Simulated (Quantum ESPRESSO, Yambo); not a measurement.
# A GW chain in Yambo: ZrSe3 (P2_1/m), part 2 of 3

Wanted: ground state, empty states, screening and self-energy for ZrSe3 (P2_1/m).

Quantum ESPRESSO 7.5 and Yambo 5.3.0; PBEsol and many-body steps on it, plane waves. Known limits of the many-body steps: not at the basis limit; no spin-orbit coupling; coarse k mesh.

So far. Step 2 (Ground state): The gap is indirect, with the least direct gap 0.28 eV higher.

### Step 3. Bands along the symmetry lines

Level of this step: DFT, PBEsol, plane waves, norm-conserving pseudopotentials (Quantum ESPRESSO).

The cheap functional maps the bands first; the places of the edges decide which points the dearer methods must see.

The input, pw.in:

```
&control
  calculation = 'bands'
  prefix = 'x'
  outdir = 'o'
  pseudo_dir = 'pseudo'
/
&system
  ibrav = 0
  nat = 8
  ntyp = 2
  ecutwfc = 104.0
  nbnd = 90
  force_symmorphic = .true.
/
&electrons
  conv_thr = 1e-9
  electron_maxstep = 80
  diago_full_acc = .true.
  diago_thr_init = 5e-6
/
ATOMIC_SPECIES
  Zr 91.224 Zr.upf
  Se 78.971 Se.upf
CELL_PARAMETERS angstrom
  5.4109000000 -0.0000000000 -0.0000000000
  -0.0000000000 3.7488000000 0.0000000000
  -1.2294209091 0.0000000000 9.3636349901
ATOMIC_POSITIONS crystal
  Zr 0.2850000000 0.2500000000 0.6560000000
  Zr 0.7150000000 0.7500000000 0.3440000000
  Se 0.7620000000 0.2500000000 0.5540000000
  Se 0.2380000000 0.7500000000 0.4460000000
  Se 0.4560000000 0.2500000000 0.1740000000
  Se 0.5440000000 0.7500000000 0.8260000000
  Se 0.8880000000 0.2500000000 0.1690000000
  Se 0.1120000000 0.7500000000 0.8310000000
K_POINTS crystal
  81
  0.00000000 0.00000000 0.00000000 1
  0.00000000 0.06250000 0.00000000 1
  0.00000000 0.12500000 0.00000000 1
  0.00000000 0.18750000 0.00000000 1
  0.00000000 0.25000000 0.00000000 1
  0.00000000 0.31250000 0.00000000 1
  0.00000000 0.37500000 0.00000000 1
  0.00000000 0.43750000 0.00000000 1
  0.00000000 0.50000000 0.00000000 1
  0.00000000 0.50000000 0.06250000 1
  0.00000000 0.50000000 0.12500000 1
  0.00000000 0.50000000 0.18750000 1
  0.00000000 0.50000000 0.25000000 1
  0.00000000 0.50000000 0.31250000 1
  0.00000000 0.50000000 0.37500000 1
  0.00000000 0.50000000 0.43750000 1
  0.00000000 0.50000000 0.50000000 1
  0.00000000 0.43750000 0.50000000 1
  0.00000000 0.37500000 0.50000000 1
  0.00000000 0.31250000 0.50000000 1
  0.00000000 0.25000000 0.50000000 1
  0.00000000 0.18750000 0.50000000 1
  0.00000000 0.12500000 0.50000000 1
  0.00000000 0.06250000 0.50000000 1
  0.00000000 0.00000000 0.50000000 1
  0.00000000 0.00000000 0.43750000 1
  0.00000000 0.00000000 0.37500000 1
  0.00000000 0.00000000 0.31250000 1
  0.00000000 0.00000000 0.25000000 1
  0.00000000 0.00000000 0.18750000 1
  0.00000000 0.00000000 0.12500000 1
  0.00000000 0.00000000 0.06250000 1
  0.00000000 0.00000000 0.00000000 1
  -0.06250000 0.00000000 0.06250000 1
  -0.12500000 0.00000000 0.12500000 1
  -0.18750000 0.00000000 0.18750000 1
  -0.25000000 0.00000000 0.25000000 1
  -0.31250000 0.00000000 0.31250000 1
  -0.37500000 0.00000000 0.37500000 1
  -0.43750000 0.00000000 0.43750000 1
  -0.50000000 0.00000000 0.50000000 1
  -0.50000000 0.06250000 0.50000000 1
  -0.50000000 0.12500000 0.50000000 1
  -0.50000000 0.18750000 0.50000000 1
  -0.50000000 0.25000000 0.50000000 1
  -0.50000000 0.31250000 0.50000000 1
  -0.50000000 0.37500000 0.50000000 1
  -0.50000000 0.43750000 0.50000000 1
  -0.50000000 0.50000000 0.50000000 1
  -0.43750000 0.50000000 0.43750000 1
  -0.37500000 0.50000000 0.37500000 1
  -0.31250000 0.50000000 0.31250000 1
  -0.25000000 0.50000000 0.25000000 1
  -0.18750000 0.50000000 0.18750000 1
  -0.12500000 0.50000000 0.12500000 1
  -0.06250000 0.50000000 0.06250000 1
  0.00000000 0.50000000 0.00000000 1
  -0.06250000 0.50000000 0.00000000 1
  -0.12500000 0.50000000 0.00000000 1
  -0.18750000 0.50000000 0.00000000 1
  -0.25000000 0.50000000 0.00000000 1
  -0.31250000 0.50000000 0.00000000 1
  -0.37500000 0.50000000 0.00000000 1
  -0.43750000 0.50000000 0.00000000 1
  -0.50000000 0.50000000 0.00000000 1
  -0.50000000 0.43750000 0.00000000 1
  -0.50000000 0.37500000 0.00000000 1
  -0.50000000 0.31250000 0.00000000 1
  -0.50000000 0.25000000 0.00000000 1
  -0.50000000 0.18750000 0.00000000 1
  -0.50000000 0.12500000 0.00000000 1
  -0.50000000 0.06250000 0.00000000 1
  -0.50000000 0.00000000 0.00000000 1
  -0.43750000 0.00000000 0.00000000 1
  -0.37500000 0.00000000 0.00000000 1
  -0.31250000 0.00000000 0.00000000 1
  -0.25000000 0.00000000 0.00000000 1
  -0.18750000 0.00000000 0.00000000 1
  -0.12500000 0.00000000 0.00000000 1
  -0.06250000 0.00000000 0.00000000 1
  0.00000000 0.00000000 0.00000000 1
```

Launch:

```sh
$ OMP_NUM_THREADS=1 mpirun -n 8 pw.x -nk 8 -in pw.in > pw.out
```

Log:

```text
[banner, memory and clock lines left out]
Program PWSCF v.7.5 starts

     Atomic positions and unit cell read from directory:
     o/x.save/

     Message from routine setup:
     using ibrav=0 with symmetry is DISCOURAGED, use correct ibrav instead

     G-vector sticks info

     bravais-lattice index     =            0
     lattice parameter (alat)  =      10.2251  a.u.
     unit-cell volume          =    1281.7486 (a.u.)^3
     number of atoms/cell      =            8
     number of atomic types    =            2
     number of electrons       =       168.00
     number of Kohn-Sham states=           90
     kinetic-energy cutoff     =     104.0000  Ry
     charge density cutoff     =     416.0000  Ry
     Exchange-correlation= PBESOL
                           (   1   4  10   8   0   0   0)

     celldm(1)=  10.225119  celldm(2)=   0.000000  celldm(3)=   0.000000
     celldm(4)=   0.000000  celldm(5)=   0.000000  celldm(6)=   0.000000

     crystal axes: (cart. coord. in units of alat)
               a(1) = (   1.000000  -0.000000  -0.000000 )
               a(2) = (  -0.000000   0.692824   0.000000 )
               a(3) = (  -0.227212   0.000000   1.730513 )

     reciprocal axes: (cart. coord. in units 2 pi/alat)
               b(1) = (  1.000000  0.000000  0.131297 )
               b(2) = (  0.000000  1.443369  0.000000 )
               b(3) = (  0.000000  0.000000  0.577863 )
     Pseudo is Norm-conserving + core correction, Zval = 12.0
     Generated using ONCVPSP code by D. R. Hamann
     Using radial grid of 1604 points,  6 beta functions with:
     Pseudo is Norm-conserving + core correction, Zval = 24.0
     Generated using ONCVPSP code by D. R. Hamann
     Using radial grid of 1198 points,  6 beta functions with:
     Zr               12.00    91.22400     Zr( 1.00)
     Se               24.00    78.97100     Se( 1.00)

      2 Sym. Ops., with inversion, found

   Cartesian axes

     site n.     atom                  positions (alat units)
         1        Zr     tau(   1) = (   0.1359490   0.1732059   1.1352168  )
         2        Zr     tau(   2) = (   0.6368391   0.5196178   0.5952966  )
         3        Se     tau(   3) = (   0.6361246   0.1732059   0.9587044  )
         4        Se     tau(   4) = (   0.1366635   0.5196178   0.7718090  )
         5        Se     tau(   5) = (   0.4164651   0.1732059   0.3011093  )
         6        Se     tau(   6) = (   0.3563230   0.5196178   1.4294041  )
         7        Se     tau(   7) = (   0.8496012   0.1732059   0.2924568  )
         8        Se     tau(   8) = (  -0.0768131   0.5196178   1.4380566  )

     number of k points=    81
                       cart. coord. in units 2pi/alat
        k(    1) = (   0.0000000   0.0000000   0.0000000), wk =   0.0246914
        k(    2) = (   0.0000000   0.0902105   0.0000000), wk =   0.0246914
        k(    3) = (   0.0000000   0.1804211   0.0000000), wk =   0.0246914
[...]
[... 69 further rows ...]
        k(   80) = (  -0.0625000   0.0000000  -0.0082061), wk =   0.0246914
        k(   81) = (   0.0000000   0.0000000   0.0000000), wk =   0.0246914

     Dense  grid:   183623 G-vectors     FFT dimensions: (  72,  45, 120)

     The potential is recalculated from file :
     o/x.save/charge-density

     Starting wfcs are   98 randomized atomic wfcs

     Band Structure Calculation

     End of band structure calculation

          k = 0.0000 0.0000 0.0000 ( 22959 PWs)   bands (ev):

  -197.1565-197.1565-197.1419-197.1419-196.3597-196.3597-136.9919-136.9919
  -136.9784-136.9784-136.7591-136.7591-136.7526-136.7526-136.7431-136.7431
  -136.7368-136.7368-136.0462-136.0461-136.0393-136.0393-136.0250-136.0249
   -38.4723 -38.4717 -37.4172 -37.4172 -37.3245 -37.3245 -37.3117 -37.3117
   -37.3064 -37.3063 -37.2790 -37.2790 -37.2707 -37.2706 -37.0860 -37.0858
   -37.0826 -37.0826 -37.0678 -37.0678 -37.0648 -37.0648 -36.4466 -36.4452
[...]
13.5625  13.6668

          k = 0.0000 0.0902 0.0000 ( 22949 PWs)   bands (ev):

[...]
13.5676  13.6584

          k = 0.0000 0.1804 0.0000 ( 22983 PWs)   bands (ev):

[...]
13.5279  13.6495

[...]
k =-0.0625 0.0000 0.0279 ( 22952 PWs)   bands (ev):

[...]
k =-0.1250 0.0000 0.0558 ( 22986 PWs)   bands (ev):

[...]
k =-0.1875 0.0000 0.0837 ( 23002 PWs)   bands (ev):

[...]
k =-0.1250 0.7217 0.0558 ( 22902 PWs)   bands (ev):

[...]
k =-0.0625 0.7217 0.0279 ( 22916 PWs)   bands (ev):

[...]
k = 0.0000 0.7217 0.0000 ( 22922 PWs)   bands (ev):

[...]
k =-0.0625 0.7217-0.0082 ( 22904 PWs)   bands (ev):

[...]
k =-0.1250 0.7217-0.0164 ( 22924 PWs)   bands (ev):

[...]
k =-0.1875 0.7217-0.0246 ( 22926 PWs)   bands (ev):

[...]
k =-0.1250 0.0000-0.0164 ( 22996 PWs)   bands (ev):

[...]
k =-0.0625 0.0000-0.0082 ( 22960 PWs)   bands (ev):

[...]
13.5660  13.8191

          k = 0.0000 0.0000 0.0000 ( 22959 PWs)   bands (ev):

[...]
-136.9784-136.9784-136.7591-136.7591-136.7526-136.7526-136.7431-136.7431
  -136.7368-136.7368-136.0462-136.0461-136.0393-136.0393-136.0250-136.0249
[...]
6.1656   7.3504   7.5153   7.9998   8.5120   9.4022   9.6623   9.8077
     9.8205   9.9269  10.3966  10.5070  11.1681  11.5509  13.1795  13.3778
    13.5625  13.6668

     XML data file, pseudopotentials, collected wavefunctions
```

Wall time 2 min (8 MPI ranks of Arm Neoverse V2, shared host); peak memory 2.5 GiB.

Numbers from this step:

```yaml
gap: 0.3146 eV
k_of_the_valence_top: -0.125, 0, 0
k_of_the_conduction_bottom: -0.5, 0.125, 0
least_direct_gap: 0.5952 eV
```

The gap is 0.315 eV, −0.007 eV from the run before at this level.

The electronic bands at the labelled points (eV, zero at the top of the highest filled band):

| point | band 81 | band 82 | band 83 | band 84 | band 85 | band 86 | band 87 | band 88 |
| --- | --- | --- | --- | --- | --- | --- | --- | --- |
| Γ | -0.69 | -0.58 | -0.11 | 0.00 | 0.66 | 1.04 | 2.67 | 2.87 |
| Z | -1.70 | -1.70 | -1.16 | -1.16 | 2.41 | 2.41 | 2.82 | 2.82 |
| D | -1.91 | -1.91 | -1.15 | -1.15 | 2.44 | 2.44 | 2.82 | 2.82 |
| B | -0.69 | -0.60 | -0.14 | -0.10 | 0.50 | 1.20 | 2.68 | 2.84 |
| Γ | -0.69 | -0.58 | -0.11 | 0.00 | 0.66 | 1.04 | 2.67 | 2.87 |
| A | -1.47 | -0.89 | -0.45 | -0.42 | 0.34 | 0.56 | 1.16 | 1.26 |
| E | -1.67 | -1.67 | -1.42 | -1.42 | 0.58 | 0.58 | 2.54 | 2.54 |
| Z | -1.70 | -1.70 | -1.16 | -1.16 | 2.41 | 2.41 | 2.82 | 2.82 |
| C2 | -1.83 | -1.83 | -1.33 | -1.33 | 0.57 | 0.57 | 2.44 | 2.44 |
| Y2 | -0.97 | -0.56 | -0.38 | -0.30 | 0.33 | 0.67 | 1.14 | 1.23 |
| Γ | -0.69 | -0.58 | -0.11 | 0.00 | 0.66 | 1.04 | 2.67 | 2.87 |

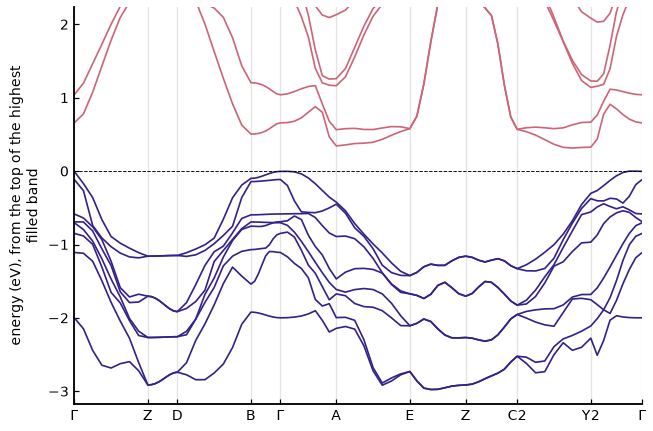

Electronic bands along the path; lines of filled and empty bands in two colours.

### Step 4. Empty states on the mesh, 2×4×2 mesh, 214 bands

The sums over transitions need many empty states on a uniform mesh; this step solves for them.

The input, pw.in:

```
&control
  calculation = 'nscf'
  prefix = 'x'
  outdir = 'o'
  pseudo_dir = 'pseudo'
/
&system
  ibrav = 0
  nat = 8
  ntyp = 2
  ecutwfc = 104.0
  nbnd = 214
  force_symmorphic = .true.
/
&electrons
  conv_thr = 1e-9
  electron_maxstep = 80
  diago_full_acc = .true.
  diago_thr_init = 5e-6
/
ATOMIC_SPECIES
  Zr 91.224 Zr.upf
  Se 78.971 Se.upf
CELL_PARAMETERS angstrom
  5.4109000000 -0.0000000000 -0.0000000000
  -0.0000000000 3.7488000000 0.0000000000
  -1.2294209091 0.0000000000 9.3636349901
ATOMIC_POSITIONS crystal
  Zr 0.2850000000 0.2500000000 0.6560000000
  Zr 0.7150000000 0.7500000000 0.3440000000
  Se 0.7620000000 0.2500000000 0.5540000000
  Se 0.2380000000 0.7500000000 0.4460000000
  Se 0.4560000000 0.2500000000 0.1740000000
  Se 0.5440000000 0.7500000000 0.8260000000
  Se 0.8880000000 0.2500000000 0.1690000000
  Se 0.1120000000 0.7500000000 0.8310000000
K_POINTS automatic
  2 4 2 0 0 0
```

Launch:

```sh
$ OMP_NUM_THREADS=1 mpirun -n 8 pw.x -nk 4 -in pw.in > pw.out
```

Log:

```text
[banner, memory and clock lines left out]
Program PWSCF v.7.5 starts

     Atomic positions and unit cell read from directory:
     o/x.save/

     Message from routine setup:
     using ibrav=0 with symmetry is DISCOURAGED, use correct ibrav instead

     bravais-lattice index     =            0
     lattice parameter (alat)  =      10.2251  a.u.
     unit-cell volume          =    1281.7486 (a.u.)^3
     number of atoms/cell      =            8
     number of atomic types    =            2
     number of electrons       =       168.00
     number of Kohn-Sham states=          214
     kinetic-energy cutoff     =     104.0000  Ry
     charge density cutoff     =     416.0000  Ry
     Exchange-correlation= PBESOL
                           (   1   4  10   8   0   0   0)

     celldm(1)=  10.225119  celldm(2)=   0.000000  celldm(3)=   0.000000
     celldm(4)=   0.000000  celldm(5)=   0.000000  celldm(6)=   0.000000

     crystal axes: (cart. coord. in units of alat)
               a(1) = (   1.000000  -0.000000  -0.000000 )
               a(2) = (  -0.000000   0.692824   0.000000 )
               a(3) = (  -0.227212   0.000000   1.730513 )

     reciprocal axes: (cart. coord. in units 2 pi/alat)
               b(1) = (  1.000000  0.000000  0.131297 )
               b(2) = (  0.000000  1.443369  0.000000 )
               b(3) = (  0.000000  0.000000  0.577863 )
     Pseudo is Norm-conserving + core correction, Zval = 12.0
     Generated using ONCVPSP code by D. R. Hamann
     Using radial grid of 1604 points,  6 beta functions with:
     Pseudo is Norm-conserving + core correction, Zval = 24.0
     Generated using ONCVPSP code by D. R. Hamann
     Using radial grid of 1198 points,  6 beta functions with:
     Zr               12.00    91.22400     Zr( 1.00)
     Se               24.00    78.97100     Se( 1.00)

      2 Sym. Ops., with inversion, found

   Cartesian axes

     site n.     atom                  positions (alat units)
         1        Zr     tau(   1) = (   0.1359490   0.1732059   1.1352168  )
         2        Zr     tau(   2) = (   0.6368391   0.5196178   0.5952966  )
         3        Se     tau(   3) = (   0.6361246   0.1732059   0.9587044  )
         4        Se     tau(   4) = (   0.1366635   0.5196178   0.7718090  )
         5        Se     tau(   5) = (   0.4164651   0.1732059   0.3011093  )
         6        Se     tau(   6) = (   0.3563230   0.5196178   1.4294041  )
         7        Se     tau(   7) = (   0.8496012   0.1732059   0.2924568  )
         8        Se     tau(   8) = (  -0.0768131   0.5196178   1.4380566  )

     number of k points=    12
                       cart. coord. in units 2pi/alat
        k(    1) = (   0.0000000   0.0000000   0.0000000), wk =   0.1250000
        k(    2) = (   0.0000000   0.0000000  -0.2889316), wk =   0.1250000
        k(    3) = (   0.0000000   0.3608421   0.0000000), wk =   0.2500000
[...]
k(   11) = (  -0.5000000  -0.7216843  -0.0656487), wk =   0.1250000
        k(   12) = (  -0.5000000  -0.7216843  -0.3545803), wk =   0.1250000

     Dense  grid:   183623 G-vectors     FFT dimensions: (  72,  45, 120)

     The potential is recalculated from file :
     o/x.save/charge-density

     Starting wfcs are   98 randomized atomic wfcs +  116 random wfcs

     Band Structure Calculation

     End of band structure calculation

          k = 0.0000 0.0000 0.0000 ( 22959 PWs)   bands (ev):

  -197.1565-197.1565-197.1419-197.1419-196.3597-196.3597-136.9919-136.9919
  -136.9784-136.9784-136.7591-136.7591-136.7526-136.7526-136.7431-136.7431
  -136.7368-136.7368-136.0462-136.0461-136.0393-136.0393-136.0250-136.0249
   -38.4723 -38.4717 -37.4172 -37.4172 -37.3245 -37.3245 -37.3117 -37.3117
   -37.3064 -37.3063 -37.2790 -37.2790 -37.2707 -37.2706 -37.0860 -37.0858
   -37.0826 -37.0826 -37.0678 -37.0678 -37.0648 -37.0648 -36.4466 -36.4452
[...]
[... 15 further rows ...]
[...]
47.1330  47.2818  48.2149  48.2284  48.2553  48.8241

          k = 0.0000 0.0000-0.2889 ( 23008 PWs)   bands (ev):

[...]
[... 15 further rows ...]
[...]
47.3395  47.3569  47.5489  48.1197  48.1832  48.2986

          k = 0.0000 0.3608 0.0000 ( 22961 PWs)   bands (ev):

[...]
-136.9784-136.9784-136.7591-136.7591-136.7526-136.7526-136.7431-136.7431
  -136.7368-136.7368-136.0461-136.0461-136.0393-136.0393-136.0250-136.0250
[...]
6.3942   6.7318   7.1761   7.6777   7.8281   8.7232   8.8591   9.0417
     [... 15 further rows ...]
    45.3108  45.6677  46.0340  46.3318  46.4342  46.5654  46.7562  47.1856
    47.3434  47.6138  47.9183  48.3225  48.3341  48.4104

          k = 0.0000 0.3608-0.2889 ( 22962 PWs)   bands (ev):

     [... further k-points ...]

     highest occupied, lowest unoccupied level (ev):    10.5070   10.8367

     XML data file, pseudopotentials, collected wavefunctions
```

Run time: 76 s. Hardware: 8 MPI ranks; peak memory 2.3 GiB.

This step gave:

- gap: 0.3297 eV
- k of the valence top: 0, 0, 0
- k of the conduction bottom: -0.5, 0, 0
- least direct gap: 0.6027 eV
- k points computed: 12
- lowest point of the top converged band, above the valence top: 36.83 eV

On this mesh the gap is 0.330 eV.

(Continued in part 3 of 3.)

[Paths, hosts, dates, memory and timing lines, banners, echoed tables and standing remarks are left out of the program output.]

[Logs are printed without paths, hosts, clocks, repeated set-up lines and the standing remarks that a program may print on its own settings, such as how far it seeks lower states.]

[Runs of the session that timed out or met a known fault of the program may be left out.]

[Hosts, paths, dates, database ids (printed as entryN), source tags and the programs' standing remarks are cut or masked in the printed files.]
